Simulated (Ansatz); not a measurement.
**One shape, several levels: triplet Ge2SiH8**

Wanted: a comparison of 5 runs (UHF/STO-3G, UB3LYP/cc-pVDZ, UBLYP/cc-pVDZ, UPBE0/cc-pVDZ, USVWN5/cc-pVDZ) of triplet Ge2SiH8. 

The results are computed with Ansatz 0.2.0.

39 further runs of the same task are left out: 39 set aside as unsound or not needed. Runs told in other sessions of the task aren't counted.

### Step 1. The molecule

Ge2SiH8: 11 atoms, total charge 0, spin state triplet. SMILES of the parent species: `[GeH3][SiH2][GeH3]`. Geometry: relaxed at PBE0-D4/def2-TZVP. That shape belongs to the parent species and isn't relaxed for this state.

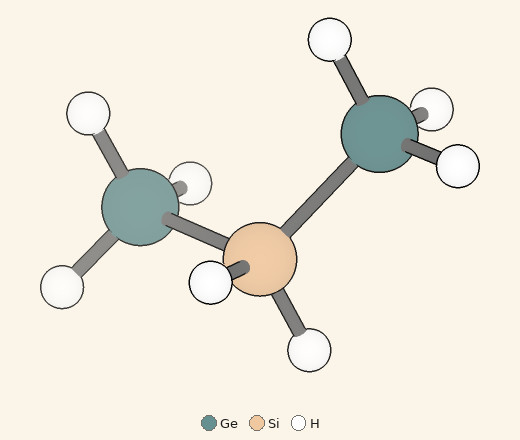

The structure, seen from a chosen angle (germanium teal, silicon light orange, hydrogen white).

### Step 2. The energy at UHF/STO-3G (run 1)

input.yaml reads:

```yaml
crystal:
  periodic: [false, false, false]
  atoms:
    - {symbol: Ge, position_ang: [-1.314800, 1.329100, -0.648100]}
    - {symbol: Si, position_ang: [-0.420300, -0.850100, -0.318100]}
    - {symbol: Ge, position_ang: [1.631200, -0.735900, 0.880400]}
    - {symbol: H, position_ang: [-2.643400, 1.277800, -1.421300]}
    - {symbol: H, position_ang: [-0.321200, 2.193400, -1.442700]}
    - {symbol: H, position_ang: [-1.566300, 2.008100, 0.708900]}
    - {symbol: H, position_ang: [-0.189900, -1.498600, -1.638400]}
    - {symbol: H, position_ang: [-1.395700, -1.678400, 0.443000]}
    - {symbol: H, position_ang: [1.405900, -0.077200, 2.251900]}
    - {symbol: H, position_ang: [2.652000, 0.110600, 0.101200]}
    - {symbol: H, position_ang: [2.227800, -2.135700, 1.103800]}
basis:
  gaussian:
    orbitals: STO-3G
magnetization:
  spin_polarized: true
  initial_magnetization: 2
hamiltonian:
  xc: hf
accuracy: high
output: {orbitals: {seedname: orbitals}}
```

Started as:

```
$ ansatz run input.yaml --threads 1 --pin off --max-ram 3480MiB --events-out events.jsonl --progress --plain --runs-dir runs
```

Output:

```text
Warning: RAYON_NUM_THREADS=1 ignored (pool sized by the plan → 1); use --threads N
Functional definition: HF
  name "HF"
  exchange = exact_x
  correlation = 0
873 factors; integrals over basis functions are off by at most 4.9e-9 eV
mean field evaluation 1: about -119550.8297 eV, gradient 8.4e0 eV
mean field evaluation 2: about -119550.9001 eV, gradient 8.4e0 eV
mean field evaluation 4: about -119552.1244 eV, gradient 1.2e0 eV
mean field evaluation 8: about -119552.1779 eV, gradient 1.9e-2 eV
mean field evaluation 16: about -119552.4076 eV, gradient 1.1e0 eV
mean field -119552.51116844 eV, -4393.4737498376 hartree, gradient 1.3e-8 eV, S^2 2.006665; 0 other end points of the search recorded, 0 dependent functions left out
reference -119552.51116844 eV, -4393.4737498376 hartree; 44, 42 occupied and 9, 11 virtual orbitals, 873 factors
Total energy: -119552.51116844 eV, -4393.4737498376 hartree
```

Wall time 2 s (1 thread of Arm Neoverse V1, shared host); peak memory 0.16 GiB.

### Step 3. The energy at UB3LYP/cc-pVDZ (run 2)

run.yaml reads:

```yaml
crystal:
  periodic: [false, false, false]
  atoms:
    - symbol: Ge
      position_ang: [-1.314800, 1.329100, -0.648100]
    - symbol: Si
      position_ang: [-0.420300, -0.850100, -0.318100]
    - symbol: Ge
      position_ang: [1.631200, -0.735900, 0.880400]
    - symbol: H
      position_ang: [-2.643400, 1.277800, -1.421300]
    - symbol: H
      position_ang: [-0.321200, 2.193400, -1.442700]
    - symbol: H
      position_ang: [-1.566300, 2.008100, 0.708900]
    - symbol: H
      position_ang: [-0.189900, -1.498600, -1.638400]
    - symbol: H
      position_ang: [-1.395700, -1.678400, 0.443000]
    - symbol: H
      position_ang: [1.405900, -0.077200, 2.251900]
    - symbol: H
      position_ang: [2.652000, 0.110600, 0.101200]
    - symbol: H
      position_ang: [2.227800, -2.135700, 1.103800]
basis:
  gaussian: {orbitals: cc-pVDZ}
accuracy: high
output: {orbitals: {seedname: orbitals}}
hamiltonian: {xc: {name: B3LYP}}
magnetization: {spin_polarized: true, initial_magnetization: 2}
```

Started as:

```
$ ansatz run run.yaml --threads 1 --pin off --max-ram 3480MiB --events-out events.jsonl --progress --plain --runs-dir runs
```

Output:

```text
Warning: RAYON_NUM_THREADS=1 ignored (pool sized by the plan → 1); use --threads N
Functional definition: B3LYP
  name "B3LYP"
  parameter a0 = 0.2
  parameter ax = 0.72
  parameter ac = 0.81
  exchange = (1 - a0 - ax)*slater_x + ax*b88_x + a0*exact_x
  correlation = (1 - ac)*vwn_rpa_c + ac*lyp_c
2634 factors; integrals over basis functions are off by at most 4.4e-9 eV
mean field evaluation 1: about -121038.9870 eV, gradient 9.0e0 eV
mean field evaluation 2: about -121039.5066 eV, gradient 3.9e0 eV
mean field evaluation 4: about -121039.6200 eV, gradient 2.2e-1 eV
mean field evaluation 8: about -121039.7174 eV, gradient 5.1e-2 eV
mean field evaluation 16: about -121039.7175 eV, gradient 6.2e-4 eV
mean field evaluation 32: about -121039.7175 eV, gradient 1.7e-7 eV
mean field evaluation 64: about -121039.2194 eV, gradient 1.1e0 eV
mean field -121039.71750956 eV, -4448.1275748090 hartree, gradient 3.5e-8 eV, S^2 2.004837; 8 other end points of the search recorded, 0 dependent functions left out
reference -121039.71756018 eV, -4448.1275766692 hartree; 44, 42 occupied and 68, 70 virtual orbitals, 2634 factors
Total energy: -121039.71756018 eV, -4448.1275766692 hartree
```

Wall time 72 s (1 thread of Arm Neoverse V1, shared host); peak memory 0.8 GiB.

### Step 4. A single-point energy at UBLYP/cc-pVDZ (run 3)

run.yaml reads:

```yaml
crystal:
  periodic: [false, false, false]
  atoms:
    - {symbol: Ge, position_ang: [-1.314800, 1.329100, -0.648100]}
    - {symbol: Si, position_ang: [-0.420300, -0.850100, -0.318100]}
    - {symbol: Ge, position_ang: [1.631200, -0.735900, 0.880400]}
    - {symbol: H, position_ang: [-2.643400, 1.277800, -1.421300]}
    - {symbol: H, position_ang: [-0.321200, 2.193400, -1.442700]}
    - {symbol: H, position_ang: [-1.566300, 2.008100, 0.708900]}
    - {symbol: H, position_ang: [-0.189900, -1.498600, -1.638400]}
    - {symbol: H, position_ang: [-1.395700, -1.678400, 0.443000]}
    - {symbol: H, position_ang: [1.405900, -0.077200, 2.251900]}
    - {symbol: H, position_ang: [2.652000, 0.110600, 0.101200]}
    - {symbol: H, position_ang: [2.227800, -2.135700, 1.103800]}
basis:
  gaussian:
    orbitals: cc-pVDZ
output: {orbitals: {seedname: orbitals}}
accuracy: high
hamiltonian:
  xc: {name: BLYP}
magnetization:
  spin_polarized: true
  initial_magnetization: 2
```

Started as:

```
$ ansatz run run.yaml --threads 1 --pin off --max-ram 3480MiB --events-out events.jsonl --progress --plain --runs-dir runs
```

Output:

```text
Warning: RAYON_NUM_THREADS=1 ignored (pool sized by the plan → 1); use --threads N
Functional definition: BLYP
  name "BLYP"
  parameter beta = 0.0042
  parameter a = 0.04918
  parameter b = 0.132
  parameter c = 0.2533
  parameter d = 0.349
  exchange = b88_x(beta = beta)
  correlation = lyp_c(a = a, b = b, c = c, d = d)
2634 factors; integrals over basis functions are off by at most 4.4e-9 eV
mean field evaluation 1: about -121037.1223 eV, gradient 1.4e1 eV
mean field evaluation 2: about -121037.9717 eV, gradient 9.1e0 eV
mean field evaluation 4: about -121038.6663 eV, gradient 5.0e-1 eV
mean field evaluation 8: about -121038.6594 eV, gradient 5.2e-2 eV
mean field evaluation 16: about -121038.6595 eV, gradient 4.3e-5 eV
mean field evaluation 32: about -121037.5750 eV, gradient 2.6e0 eV
mean field evaluation 64: about -121038.1868 eV, gradient 2.5e-1 eV
mean field evaluation 96: about -121038.0132 eV, gradient 2.3e0 eV
mean field -121038.65947760 eV, -4448.0886928518 hartree, gradient 3.9e-8 eV, S^2 2.003852; 8 other end points of the search recorded, 0 dependent functions left out
reference -121038.65954653 eV, -4448.0886953847 hartree; 44, 42 occupied and 68, 70 virtual orbitals, 2634 factors
Total energy: -121038.65954653 eV, -4448.0886953847 hartree
```

Wall time 59 s (1 thread of Arm Neoverse V1, shared host); peak memory 0.48 GiB.

Run 4 isn't shown in full; the table further down has it.

### Step 5. The energy at USVWN5/cc-pVDZ (run 5)

job.yaml reads:

```yaml
crystal:
  periodic: [false, false, false]
  atoms:
    - symbol: Ge
      position_ang: [-1.314800, 1.329100, -0.648100]
    - symbol: Si
      position_ang: [-0.420300, -0.850100, -0.318100]
    - symbol: Ge
      position_ang: [1.631200, -0.735900, 0.880400]
    - symbol: H
      position_ang: [-2.643400, 1.277800, -1.421300]
    - symbol: H
      position_ang: [-0.321200, 2.193400, -1.442700]
    - symbol: H
      position_ang: [-1.566300, 2.008100, 0.708900]
    - symbol: H
      position_ang: [-0.189900, -1.498600, -1.638400]
    - symbol: H
      position_ang: [-1.395700, -1.678400, 0.443000]
    - symbol: H
      position_ang: [1.405900, -0.077200, 2.251900]
    - symbol: H
      position_ang: [2.652000, 0.110600, 0.101200]
    - symbol: H
      position_ang: [2.227800, -2.135700, 1.103800]
basis:
  gaussian: {orbitals: cc-pVDZ}
magnetization: {spin_polarized: true, initial_magnetization: 2}
hamiltonian: {xc: {name: SVWN5}}
accuracy: high
output: {orbitals: {seedname: orbitals}}
```

Started as:

```
$ ansatz run job.yaml --threads 1 --pin off --max-ram 3480MiB --events-out events.jsonl --progress --plain --runs-dir runs
```

Output:

```text
Warning: RAYON_NUM_THREADS=1 ignored (pool sized by the plan → 1); use --threads N
Functional definition: SVWN5
  name "SVWN5"
  exchange = slater_x
  correlation = vwn5_c
2634 factors; integrals over basis functions are off by at most 4.4e-9 eV
mean field evaluation 1: about -120830.3745 eV, gradient 1.3e1 eV
mean field evaluation 2: about -120831.4101 eV, gradient 5.2e0 eV
mean field evaluation 4: about -120831.6363 eV, gradient 6.8e-1 eV
mean field evaluation 8: about -120831.6315 eV, gradient 4.7e-2 eV
mean field evaluation 16: about -120831.6315 eV, gradient 2.3e-5 eV
mean field evaluation 32: about -120830.2005 eV, gradient 3.8e0 eV
mean field evaluation 64: about -120830.9721 eV, gradient 2.0e-1 eV
mean field evaluation 96: about -120831.5544 eV, gradient 2.7e0 eV
mean field -120831.63154081 eV, -4440.4805565033 hartree, gradient 5.6e-8 eV, S^2 2.003039; 8 other end points of the search recorded, 0 dependent functions left out
reference -120831.63154496 eV, -4440.4805566558 hartree; 44, 42 occupied and 68, 70 virtual orbitals, 2634 factors
Total energy: -120831.63154496 eV, -4440.4805566558 hartree
```

Wall time 31 s (1 thread of Arm Neoverse V1, shared host); peak memory 0.44 GiB.

### Step 6. All runs side by side

```csv
run,level,energy (Eh),HOMO energy (eV),⟨S²⟩,wall time
1,UHF/STO-3G,-4393.473750,0.70,2.007,2 s
2,UB3LYP/cc-pVDZ,-4448.127577,-1.84,2.005,72 s
3,UBLYP/cc-pVDZ,-4448.088695,-1.16,2.004,59 s
4,UPBE0/cc-pVDZ,-4447.358304,-2.03,2.006,62 s
5,USVWN5/cc-pVDZ,-4440.480557,-1.40,2.003,31 s
```

### Step 7. Results

```
                                 quantity           value
                      run 5: total energy  -4440.48056 Eh
run 5: HOMO energy (highest over α and β)        -1.40 eV
                              run 5: ⟨S²⟩           2.003
```

**Reading.** Totals of different functionals can't be ranked against each other. In run 1 the basis is minimal, so the values are rough. All runs together took 3.8 min, the longest 72 s.
